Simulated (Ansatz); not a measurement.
# Decaying states in the gap of K3BrClF, part 3 of 3

Aim: relax a made-up compound, K3BrClF, and see how good a tunnel barrier it would be. It is built by putting F for part of the Cl in the K3BrCl2 structure of space group P-3m1, with the volume rescaled by atomic radii. The parent structure comes from the Materials Project.

Ansatz 0.2.0; PBE DFT, plane waves, PAW files (the session's first sound run).

So far, gap on path (eV): step 3 (band edges, PBE) 4.22; step 5 (PBE spin-orbit) 4.07.

The structure was built from a prototype and need not be the compound's stable phase.

## (6) Complex bands at another level

This step: PBE DFT, plane waves, PAW files, spin-orbit coupling; complex bands by layer matching along the plane's normal (Ansatz 0.2.0).

The complex bands at that level, over its own gap, at (0, 0) and (0.5, 0).

File input.yaml:

```yaml
crystal:
  lattice:
    - [4.335524849, 0.0, 0.0]
    - [2.167762425, 3.754674658, 0.0]
    - [0.0, 0.0, 10.827082719]
  atoms:
    - { symbol: K, position: [0.0, 0.0, 0.529365305] }
    - { symbol: K, position: [0.6666666667, 0.6666666667, 0.177861255] }
    - { symbol: K, position: [0.3333333333, 0.3333333333, 0.7927079048] }
    - { symbol: Br, position: [0.0, 0.0, 0.9848699442] }
    - { symbol: F, position: [0.6666666667, 0.6666666667, 0.6612054539] }
    - { symbol: Cl, position: [0.3333333333, 0.3333333333, 0.353990137] }
kpoints:
  mp_grid: { grid: [6, 6, 2] }
scf:
  occupations: { method: fixed }
hamiltonian:
  xc: pbe
  pseudopotentials: { kind: paw_fr }
output:
  eigenvalues: true
  transmission:
    leads: [[0, 0]]
    kpoints: [[0.0, 0.0], [0.5, 0.0]]
    e_range: [-1.0, 5.07]
    de: 0.1
magnetization:
  noncollinear: true
  spin_orbit: true
```

On the command line:

```console
> ansatz run input.yaml --threads 2 --pin off --max-ram 4096MiB --backend cpu --events-out ev --progress --plain --runs-dir out
```

Numbers of over 12 decimals in the logs are rounded to 6 here.

Output:

```text
[...]
Crystal: 6 atoms, lattice volume = 176.249 Å³
Basis set: ecut = 420 eV, 3463 PW (Γ)
Bands: 60, of which v1, the nominal top of the filled ones, is band 48 counted from 1 (47 counted from 0)
Symmetry: 6 space group operations + 6 with time reversal
[...]
k-points: 14 of 72 (time reversal used)
Projection manifold: j_resolved (fully-relativistic pseudo-atomic orbitals)
[...]
SCF iter   1: F=—  HF=-9305.967680 eV  |F-HF|=—  |Δ(HF+E_count)|=         —  Δρ=2.47e-1  dr2=1.78e2  dr2_m=0.00e0 (ungated)  ethr=3.10e-3  |M|=0.00e0 ∫|m|=0.00e0 μB  |m|>n=0.0e0 m-floor=0.0e0 τ_xc=0.0e0  β_m=0.30  ⟨swp⟩=8.6  Hψ=3481  notcnv=0  defer=110
[...]
SCF iter  13: F=-9294.684007 eV  HF=-9294.684007 eV  |F-HF|=2.93e-9  |Δ(HF+E_count)|=  3.75e-10  Δρ=2.30e-6  dr2=2.02e-8  dr2_m=0.00e0 (ungated)  ethr=2.08e-10  |M|=0.00e0 ∫|m|=0.00e0 μB  |m|>n=0.0e0 m-floor=0.0e0 τ_xc=0.0e0  ⟨swp⟩=18.6  Hψ=4546  notcnv=0
SCF 1 converged in 13 iterations: F = -9294.684007 eV  dr2 = 2.02e-8
[...]
transmission: 15 of 30 steps passed
transmission: 30 of 30 steps passed
SCF converged after 13 iterations
Magnetization: |M| = 0.0000 μB,  M = (+0.0000, +0.0000, +0.0000) μB
Absolute magnetization: 0.0000 μB (∫|m|)
  site 0: m = (+0.0000, +0.0000, +0.0000) μB, |m| = 0.0000 μB  (R = 1.19 Å)
  site 1: m = (+0.0000, +0.0000, +0.0000) μB, |m| = 0.0000 μB  (R = 1.30 Å)
  site 2: m = (+0.0000, +0.0000, +0.0000) μB, |m| = 0.0000 μB  (R = 1.19 Å)
  site 3: m = (+0.0000, +0.0000, +0.0000) μB, |m| = 0.0000 μB  (R = 1.34 Å)
  site 4: m = (+0.0000, +0.0000, +0.0000) μB, |m| = 0.0000 μB  (R = 1.19 Å)
  site 5: m = (+0.0000, +0.0000, +0.0000) μB, |m| = 0.0000 μB  (R = 1.30 Å)
Free energy (F): -9294.684007 eV
[...]
Internal energy: -9294.684007 eV  (E = F + TS)
E sigma→0 (E₀):  -9294.684007 eV
Fermi energy:    1.770763 eV
[...]
--- Band table (eV; the first three rows and the last of 14) ---
  k-point 0: bands = [... 44 lower, 1.5059, 1.5059, 1.7708, 1.7708, 5.8361, 5.8361, 7.9234, 7.9234, ... 8 higher]
  k-point 1: bands = [... 44 lower, 1.4970, 1.4970, 1.7694, 1.7694, 6.3977, 6.3977, 6.6674, 6.6674, ... 8 higher]
  k-point 2: bands = [... 44 lower, 1.2758, 1.2876, 1.6174, 1.6187, 6.3795, 6.3824, 8.1098, 8.1212, ... 8 higher]
  k-point 13: bands = [... 44 lower, 0.9423, 0.9557, 1.0551, 1.0582, 8.5311, 8.5322, 8.5889, 8.5899, ... 8 higher]
--- Transmission ---
  basis      : 151 plane waves across, 15 finite elements along
  points     : 2, as listed
[...]
channels       : 0.000000e0 of both spins
[...]
slowest decay  : 0.3995 /Å at (0.0000, 0.0000)
```

The job ended after 89 s (2 threads of Intel Xeon Platinum 8488C (Sapphire Rapids), shared host; peak memory 1.5 GiB; 2.4 min of CPU time).

Numbers from this step:

| Quantity | Value |
| --- | --- |
| level to which the leads are filled | 2.033 eV from the Fermi level |
| decay constant at the filling level, zone centre | 0.3995 Å⁻¹ |
| decay constant at the filling level, slowest listed point | 0.3995 Å⁻¹ |

Spin spinor, k parallel (0, 0); values up to 1.5 1/Å, a degenerate pair printed once or twice; energies at which all values exceed this have no row. Table of Im kz of the slowest decaying states by energy, zero at the highest filled level on the SCF mesh:

| energy (eV) | decay 1 (Å⁻¹) | decay 2 (Å⁻¹) | decay 3 (Å⁻¹) | decay 4 (Å⁻¹) |
| --- | --- | --- | --- | --- |
| -1.000 | 0.172 | 0.472 | 1.14 | 1.36 |
| -0.500 | 0.314 | 0.509 | 0.589 | 1.11 |
| 0.000 | 0.0209 | 0.352 | 0.646 | 1.09 |
| 0.500 | 0.405 | 0.709 | 0.764 | 1.06 |
| 1.000 | 0.421 | 0.792 | 0.825 | 1.04 |
| 1.500 | 0.418 | 0.838 | 0.862 | 1.01 |
| 2.000 | 0.400 | 0.865 | 0.884 | 0.977 |
| 2.500 | 0.367 | 0.881 | 0.896 | 0.943 |
| 3.000 | 0.317 | 0.887 | 0.901 | 0.907 |
| 3.500 | 0.241 | 0.867 | 0.886 | 0.897 |
| 4.000 | 0.0853 | 0.824 | 0.874 | 0.882 |
| 4.500 | 0.777 | 0.845 | 0.850 | 0.936 |
| 5.000 | 0.722 | 0.797 | 0.799 | 0.916 |

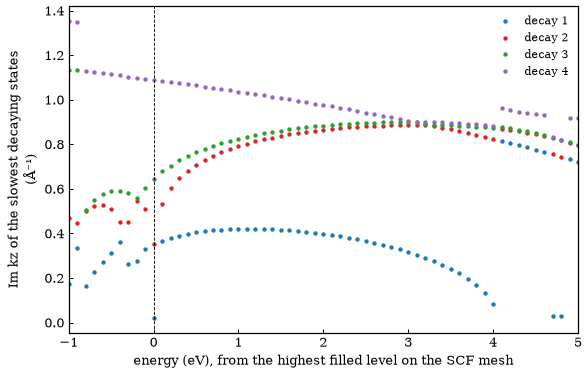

Im kz of the slowest decaying states, plotted against energy.

Spin spinor, k parallel (0.5, 0); values up to 1.5 1/Å, a degenerate pair printed once or twice; energies at which all values exceed this have no row. Im kz of the slowest decaying states against energy, zero at the highest filled level on the SCF mesh:

| energy (eV) | decay 1 (Å⁻¹) | decay 2 (Å⁻¹) | decay 3 (Å⁻¹) | decay 4 (Å⁻¹) |
| --- | --- | --- | --- | --- |
| -1.000 | 0.415 | 0.426 | 0.725 | 0.965 |
| -0.500 | 0.490 | 0.726 | 0.735 | 0.990 |
| 0.000 | 0.592 | 0.760 | 0.971 | 1.03 |
| 0.500 | 0.673 | 0.825 | 1.04 | 1.07 |
| 1.000 | 0.723 | 0.858 | 0.866 | 1.11 |
| 1.500 | 0.743 | 0.820 | 0.825 | 1.13 |
| 2.000 | 0.735 | 0.792 | 0.796 | 1.14 |
| 2.500 | 0.710 | 0.767 | 0.770 | 1.13 |
| 3.000 | 0.673 | 0.740 | 0.743 | 1.12 |
| 3.500 | 0.627 | 0.709 | 0.712 | 1.10 |
| 4.000 | 0.569 | 0.673 | 0.676 | 1.08 |
| 4.500 | 0.499 | 0.630 | 0.632 | 1.05 |
| 5.000 | 0.406 | 0.577 | 0.580 | 1.02 |

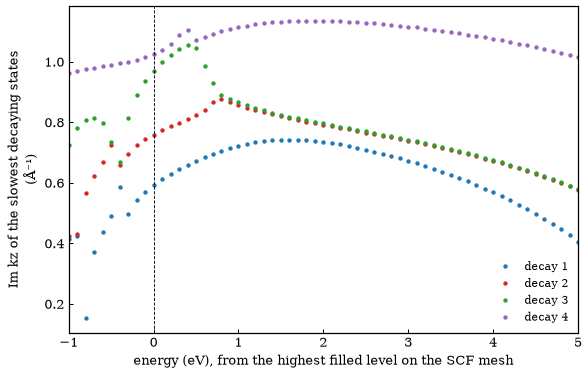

Im kz of the slowest decaying states against energy.

At the listed wavevectors the last open channel is at -0.90 eV and the next at +4.10 eV on the grid, wider than the gap, since narrow bands can fall between grid energies. At +2.00 eV, the grid energy nearest the filling level (the middle of the gap on the SCF mesh), the slowest state at the listed wavevectors decays with κ = 0.400 Å⁻¹, its amplitude falling by e over 2.5 Å; the first such run, plane (001), gave 0.403 Å⁻¹.

## (7) Outcome

```
band gap                                         : 4.22 eV
least decay constant at mid-gap, normal to (001) : 0.403 Å⁻¹
least decay constant, with spin-orbit coupling   : 0.400 Å⁻¹
```

**Reading.** With PBE, the slowest decay at the wavevectors tried is κ = 0.403 Å⁻¹, normal to (001). Through such a film the transmission near mid-gap falls as exp(−2κd), a factor of ten every 2.9 Å. A free electron under a barrier of half the gap would need a mass of 0.29 mₑ to decay at this rate. With spin-orbit coupling the gap goes from 4.22 to 4.07 eV and the decay constant, over the first 2 listed wavevectors, from 0.403 to 0.400 Å⁻¹. The compound is made up by substitution; its stability against other phases and against distortions of the cell's symmetry was not tested. A semilocal functional narrows gaps, so real decay constants are likely larger.

[Logs are printed without paths, hosts, clocks, repeated set-up lines and the standing remarks that a program may print on its own settings, such as how far it seeks lower states.]

[Hosts, paths, dates, database ids (printed as entryN), source tags and the programs' standing remarks are cut or masked in the printed files.]

[New means built here by substitution; the compound itself may be known and measured.]
